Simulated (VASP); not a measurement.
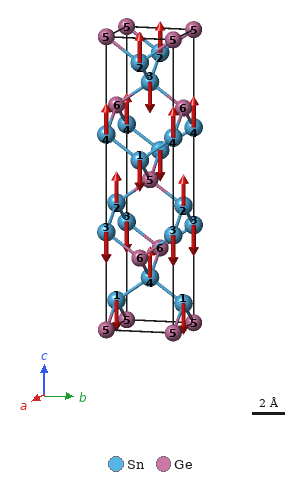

This is a relaxation of a crystal of Sn2Ge (a generated structure, set up in I4_1/amd). The starting structure is drawn; red arrows show the displacements (the part carried along by the change of the cell is left out), 30 times their true length.

The picture is a ball-and-stick view of the conventional cell (2 times the calculation's cell), seen slightly off an axis. Lengths and directions refer to the drawn axes.

The run lets cell and atoms move.

Theory: VASP, Kohn-Sham DFT of a periodic cell, PBE, VASP PAW PBE potentials, recommended.

Input file:
```
SYSTEM = Sn2Ge
  PREC = Normal
  ENCUT = 520
  EDIFF = 1E-4
  ISMEAR = 0
  SIGMA = 0.15
  LREAL = .False.
  LASPH = .True.
  NELM = 60
  ALGO = Fast
  ISIF = 3
  LWAVE = .False.
  LCHARG = .False.
  GGA = PE
  IBRION = 2
  NSW = 24
  EDIFFG = -0.08
  KPAR = 2
```

Run as
```bash
cat potpaw_PBE.64/Sn_d/POTCAR potpaw_PBE.64/Ge_d/POTCAR > POTCAR
mpirun -np 2 vasp_std > vasp.out
```

> Describe the change and its energy.

After 8 geometry steps the energy has fallen by 57.0 meV per atom. Largest force component: 1.2 eV/Å at the start, 0.056 eV/Å at the end. Pressure: 4.40 GPa at the start and −0.25 GPa at the end. The largest moves relative to the cell, 0.067 Å, are those of Sn1, Sn2, Sn3 and Sn4. Sn4 goes along +c. Ge stays in place. Cell: a = b 4.390 → 4.509 Å (+2.7 %), c 18.600 → 19.078 Å (+2.6 %). Volume +8.2 %. Some distances before and after: Sn1–Sn4 2.688 → 2.838 Å, Sn1–Ge5 2.687 → 2.721 Å. Among the angles between lasting bonds that change: Sn2–Sn3–Sn2 109.5° → 105.2°, Sn3–Ge6–Sn3 109.6° → 111.9°, Ge6–Sn3–Ge6 109.6° → 111.9°. The space group stays I4_1/amd (No. 141).
